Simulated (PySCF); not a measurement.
**C$_{3}$H$_{9}$ClO$_{2}$Si$_{2}$: density, localisation and related maps**

```xyz
17

Si   -3.1158    0.6921    0.1570
C    -2.0819   -0.6418   -0.7369
O    -0.7426   -0.2516   -0.8855
Si    0.4484   -0.4392    0.1769
O     1.6124    0.2422   -0.7372
C     2.9028    0.4626   -0.5487
C     3.6558    0.1604    0.5012
Cl    3.0499   -0.6211    1.9058
H    -2.9684    1.9607   -0.5523
H    -2.6518    0.8133    1.5386
H    -4.5072    0.2351    0.1352
H    -2.1326   -1.5974   -0.2044
H    -2.4706   -0.8152   -1.7453
H     0.7041   -1.8549    0.4362
H     0.2129    0.3175    1.4052
H     3.3718    0.9604   -1.3921
H     4.7057    0.3891    0.5364
```

Geometry: GFN2-xTB.

Method: PBE0/pcSseg-1, SCF density, gas phase, non-relativistic (PySCF 2.14.0).

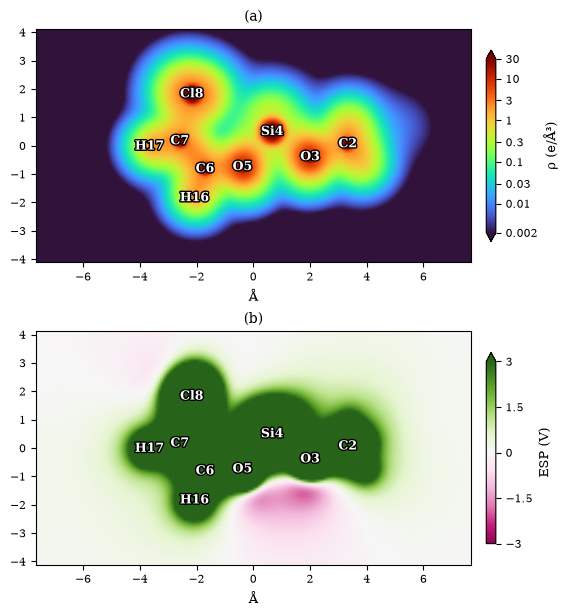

Figure 1. (a) electron density; (b) molecular electrostatic potential on the plane of atoms Si4, O5 and C6.

### What does the map show?

- Atoms in the plane: C, O, Si, Cl and H.
- C–O (1.32 Å): the density is about 2.5 e/Å³ at the midpoint.
- C–C (1.33 Å): the density is about 2.3 e/Å³ at the midpoint.
- Si–O (1.61 Å): the density is about 1.2 e/Å³ at the midpoint.
- C–Cl (1.72 Å): ρ at the midpoint is about 1.5 e/Å³.
- C–H (1.08 Å): the density is about 2.1 e/Å³ at the midpoint.
- Outside the dense part of the molecule the potential is most negative (−1.9 V) near O3.

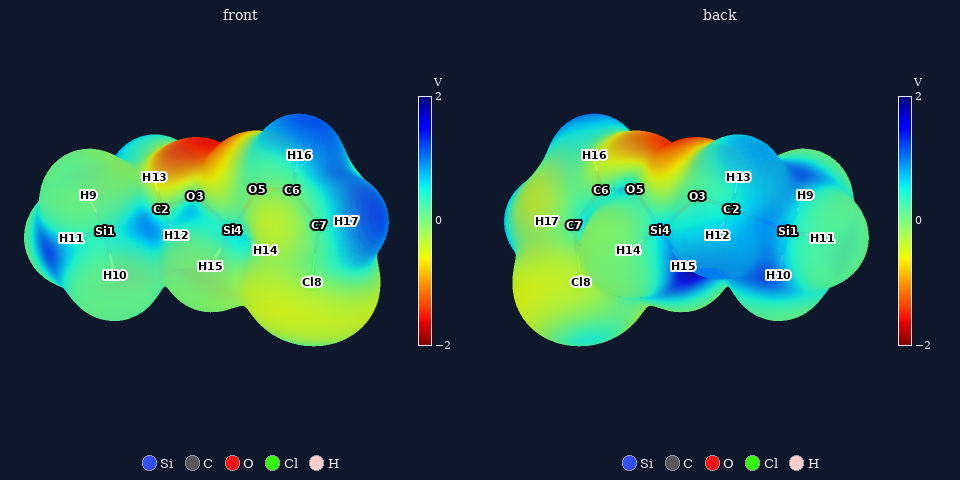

Figure 2. The molecular electrostatic potential painted on the density surface at 0.002 e/bohr³, seen from the front and from behind; the colour scale runs from red (negative) to blue (positive).

### Which sites attract a positive test charge, and which a negative one?

A positive charge is drawn to the negative regions and a negative charge to the positive ones. The most negative region (about −1.5 V, or −35 kcal/mol for a unit charge) lies over O3, the most positive (about +1.5 V, or +35 kcal/mol for a unit charge) over Si4. Cl8 shows a σ-hole: about +0.5 V, or +12 kcal/mol for a unit charge at the tip opposite its bond, against about −0.4 V, or −9 kcal/mol for a unit charge on its flanks. O3 is the likeliest acceptor of a hydrogen bond.

### How polar is the molecule by this calculation?

Its dipole moment is 0.38 D.
